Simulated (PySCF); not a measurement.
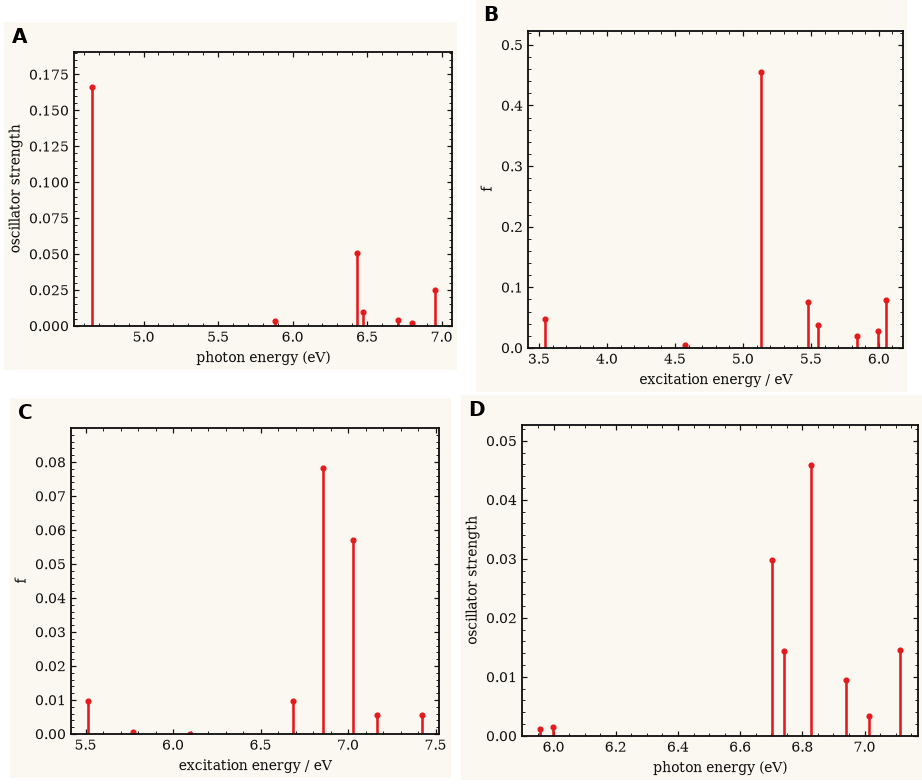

Vertical TDDFT excitations, B3LYP/def2-SVPD in PySCF 2.14.0, at a GFN2-xTB geometry (no frequency check), gas phase. Each panel shows the lowest singlet states that were computed.

> Which panel belongs to which molecule?
1. C₂H₉BrSi₂, SMILES [SiH3][SiH2]CCBr
2. C₄H₆BCl₂N, SMILES CC[C@@H](C#N)B(Cl)Cl
3. C₅H₇BBrCl, SMILES C=C(C)/C=C(/Cl)BBr
4. C₇H₈F₂, SMILES CC1=CC(F)=CC[C@@H]1F

A: 4 (S1 at 4.65 eV, brightest at 4.65 eV)
B: 3 (S1 at 3.55 eV, brightest at 5.13 eV)
C: 2 (S1 at 5.51 eV, brightest at 6.86 eV)
D: 1 (S1 at 5.96 eV, brightest at 6.83 eV)

Caveats, for all or some of the runs: core orbitals are frozen in the response; one conformer of a flexible molecule; spin-orbit coupling is left out, and with Br it can shift these levels and split any degenerate set; states above the negative HOMO energy depend on the basis; the tight-binding geometry is rougher than a DFT one and adds to the error.
